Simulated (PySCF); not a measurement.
# C$_{5}$H$_{10}$NSi$_{2}$ (doublet): what the fields show

The calculation's input:

```
{"job": {"kind": "epr", "basis": "pcH-1"}, "charge": 0, "multiplicity": 2}
C      2.884456    -2.020500     0.583601
C      1.987572    -1.254830     0.821153
Si     0.604600    -0.055470     1.144428
Si     0.901239     2.081771     0.367364
N     -0.459452     1.958210    -0.680378
C     -1.167816     0.728163    -0.945381
C     -0.803911    -0.380856    -0.025042
C     -1.527725    -1.665931    -0.192563
H      3.671675    -2.691010     0.385724
H      0.215504    -0.302670     2.547818
H      2.131119     2.400870    -0.377969
H      0.658011     3.209623     1.278387
H     -0.719475     2.698426    -1.311021
H     -2.255037     0.918678    -0.879186
H     -0.989129     0.402763    -1.989887
H     -1.163123    -2.207881    -1.071564
H     -2.598444    -1.506303    -0.340014
H     -1.378824    -2.306737     0.672874
```

Command:

```sh
OMP_NUM_THREADS=1 python probes_run.py task.json out
```

Geometry: GFN2-xTB.

Level of theory: UKS B3LYP, pcH-1 on C H N Si, non-relativistic, mean-field spin-orbit, GIAO (PySCF 2.14.0, density-fitted response routines).

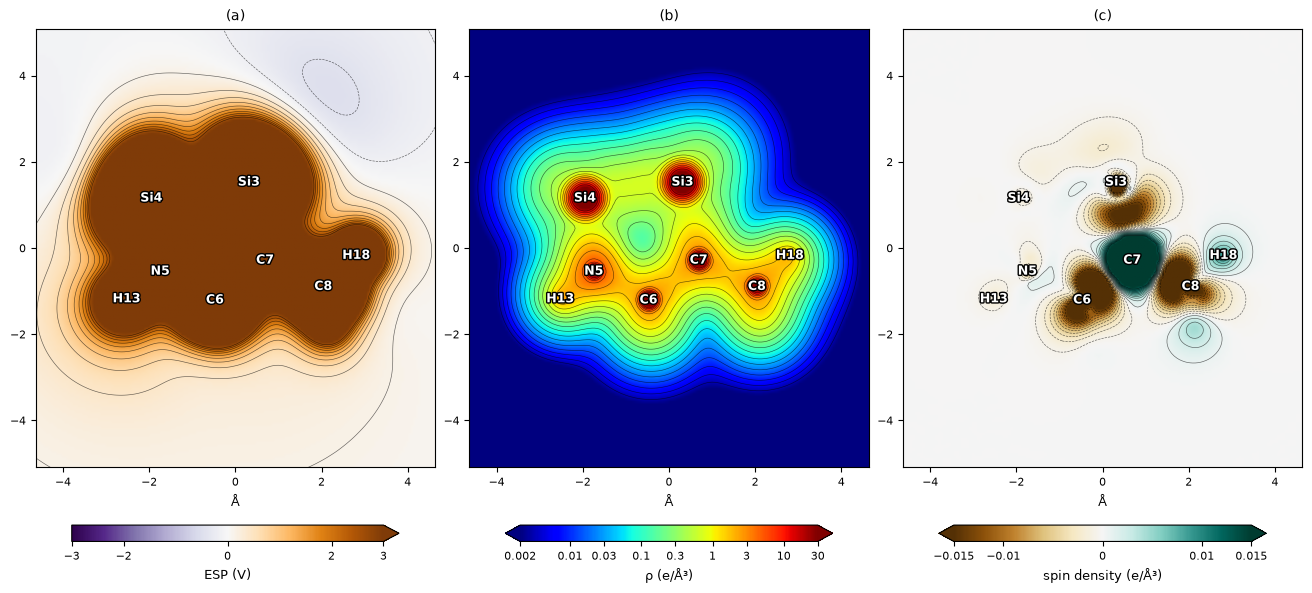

Figure 1. (a) electrostatic potential; (b) electron density; (c) spin density (α minus β) on the plane of atoms Si4, Si3 and C7.

Q: Interpret the plot.

A: Atoms in the plane: Si, N, C and H. C–N (1.44 Å): ρ at the midpoint is about 1.9 e/Å³. Si–N (1.72 Å): ρ at the midpoint is about 1.1 e/Å³. C–Si (1.86 Å): the density is about 0.96 e/Å³ at the midpoint. Si–Si (2.29 Å): ρ is about 0.68 e/Å³ halfway. N–H (1.01 Å): the density is about 2.8 e/Å³ at the midpoint. The unpaired spin (1 electron) lies mostly on C7 (about 0.6) and Si3 (about 0.1), in electrons by Hirshfeld's partition. Outside the dense part of the molecule the potential is most negative (−0.5 V) near C2, which lies off the plane.

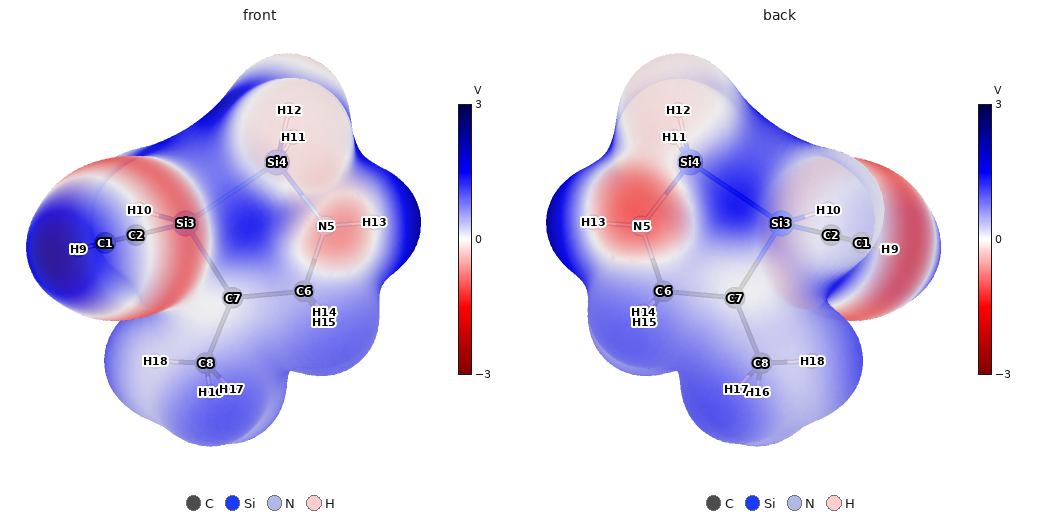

Figure 2. The molecular electrostatic potential painted on the density surface at 0.004 e/bohr³, seen from the front and from behind; red is negative and blue positive.

Q: Describe the electrostatic potential map.

A: The most negative region (about −1.0 V) lies over C1, C2 and N5, the most positive (about +2.2 V) over H9 and H13.
